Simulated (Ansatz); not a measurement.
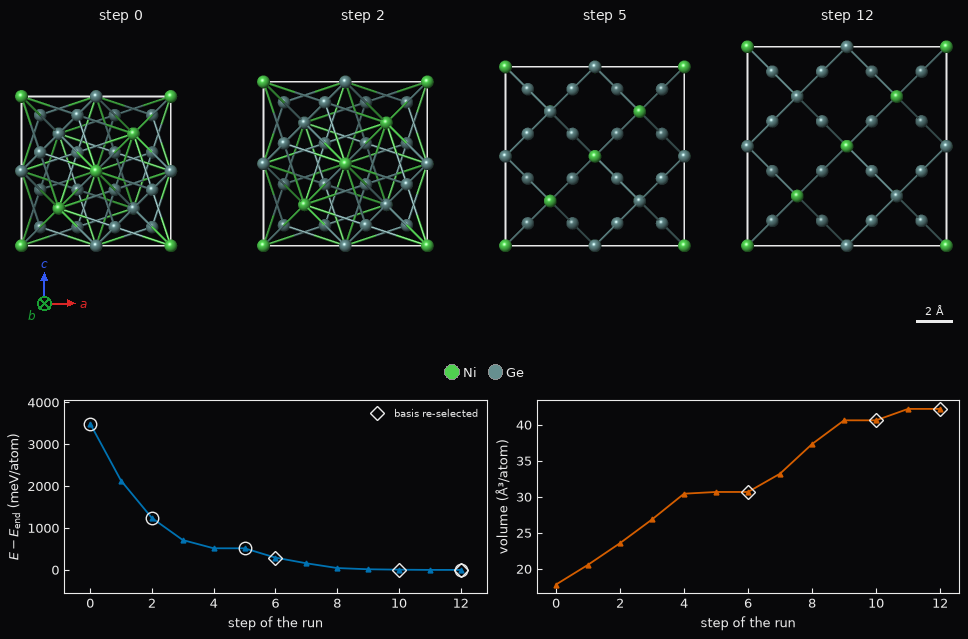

Frames of a relaxation of solid NiGe3 (a generated structure, set up in Fd-3m) (coarse preliminary run), marked on the history of the run. The picture is a ball-and-stick view of the conventional cell (4 times the calculation's cell), seen along the b axis. Lengths and directions refer to the drawn axes.

Method: DFT PBE, scalar-relativistic, plane waves, PAW (Ansatz).

The input:
```yaml
crystal:
  lattice:
    - [0.0, 4.14789188, 4.14789188]
    - [4.14789188, 0.0, 4.14789188]
    - [4.14789188, 4.14789188, 0.0]
  atoms:
    - { symbol: Ni, position: [0.0, 0.0, 0.0], spin: 2.0 }
    - { symbol: Ni, position: [0.25, 0.25, 0.25], spin: 2.0 }
    - { symbol: Ge, position: [0.625, 0.625, 0.625] }
    - { symbol: Ge, position: [0.625, 0.625, 0.125] }
    - { symbol: Ge, position: [0.625, 0.125, 0.625] }
    - { symbol: Ge, position: [0.125, 0.625, 0.625] }
    - { symbol: Ge, position: [0.75, 0.75, 0.75] }
    - { symbol: Ge, position: [0.5, 0.5, 0.5] }
basis:
  ecutwfc: 420
kpoints:
  mp_grid: { grid: [4, 4, 4] }
hamiltonian:
  xc: pbe
scf:
  occupations: { method: gaussian, width: 0.1 }
  lower_state_search: "off"
output:
  forces: true
  stress: true
  eigenvalues: true
  populations: true
magnetization:
  spin_polarized: true
relax:
  adjacent_minimum: "off"
  f_tol: 0.04
  max_steps: 70
  cell: { stress_tol: 0.4 }
```

Run as
```bash
ansatz run input.yaml --threads 1 --pin off --max-ram 2560MiB --backend cpu --events-out ev --progress --plain --runs-dir out
```

Q: What happens along the run?

A: Over 9 accepted moves (12 points after the start) the energy falls by 3497 meV per atom. All forces vanish by symmetry, so only the cell relaxes. The pressure goes from 101.53 to 0.25 GPa. At 3 points the geometry stayed and the basis and grid were re-selected for the new cell (energy shift of 222 meV per atom at most each time). No atom moves by more than 0.005 Å relative to the cell. The volume changes by +136.6 %, with a = b = c 8.296 → 11.054 Å (+33.3 %). Among the contacts that change: Ni1–Ge7 3.592 → 4.787 Å, Ni1–Ge3 3.439 → 4.583 Å, Ge3–Ge7 1.796 → 2.393 Å. The space group stays Fd-3m (No. 227). The run took 6.4 min on 1 thread of Arm Neoverse V1, on a shared host, peak memory 0.82 GiB. From step 0 to 2: volume +32.2 %, energy −2256 meV per atom. From step 2 to 5: volume +30.1 %, energy −725 meV per atom. From step 5 to 12: volume +37.6 %, energy −516 meV per atom.

```json
{"step": "0", "E − E(0), meV/atom": "0.00", "pressure, GPa": "101.53", "volume, Å³/atom": "17.841", "note": ""}
{"step": "1", "E − E(0), meV/atom": "-1362.94", "pressure, GPa": "61.72", "volume, Å³/atom": "20.580", "note": ""}
{"step": "2", "E − E(0), meV/atom": "-2255.86", "pressure, GPa": "35.65", "volume, Å³/atom": "23.585", "note": ""}
{"step": "3", "E − E(0), meV/atom": "-2783.07", "pressure, GPa": "17.03", "volume, Å³/atom": "26.870", "note": ""}
{"step": "4", "E − E(0), meV/atom": "-2979.95", "pressure, GPa": "0.95", "volume, Å³/atom": "30.446", "note": ""}
{"step": "5", "E − E(0), meV/atom": "-2980.53", "pressure, GPa": "-0.11", "volume, Å³/atom": "30.688", "note": ""}
{"step": "6", "E − E(0), meV/atom": "-3203.02", "pressure, GPa": "10.73", "volume, Å³/atom": "30.688", "note": "same geometry, new basis"}
{"step": "7", "E − E(0), meV/atom": "-3338.13", "pressure, GPa": "6.71", "volume, Å³/atom": "33.223", "note": ""}
{"step": "8", "E − E(0), meV/atom": "-3452.17", "pressure, GPa": "2.66", "volume, Å³/atom": "37.331", "note": ""}
{"step": "9", "E − E(0), meV/atom": "-3481.19", "pressure, GPa": "0.36", "volume, Å³/atom": "40.627", "note": ""}
{"step": "10", "E − E(0), meV/atom": "-3491.17", "pressure, GPa": "0.89", "volume, Å³/atom": "40.627", "note": "same geometry, new basis"}
{"step": "11", "E − E(0), meV/atom": "-3496.48", "pressure, GPa": "0.26", "volume, Å³/atom": "42.213", "note": ""}
{"step": "12", "E − E(0), meV/atom": "-3496.66", "pressure, GPa": "0.25", "volume, Å³/atom": "42.213", "note": "same geometry, new basis"}
```
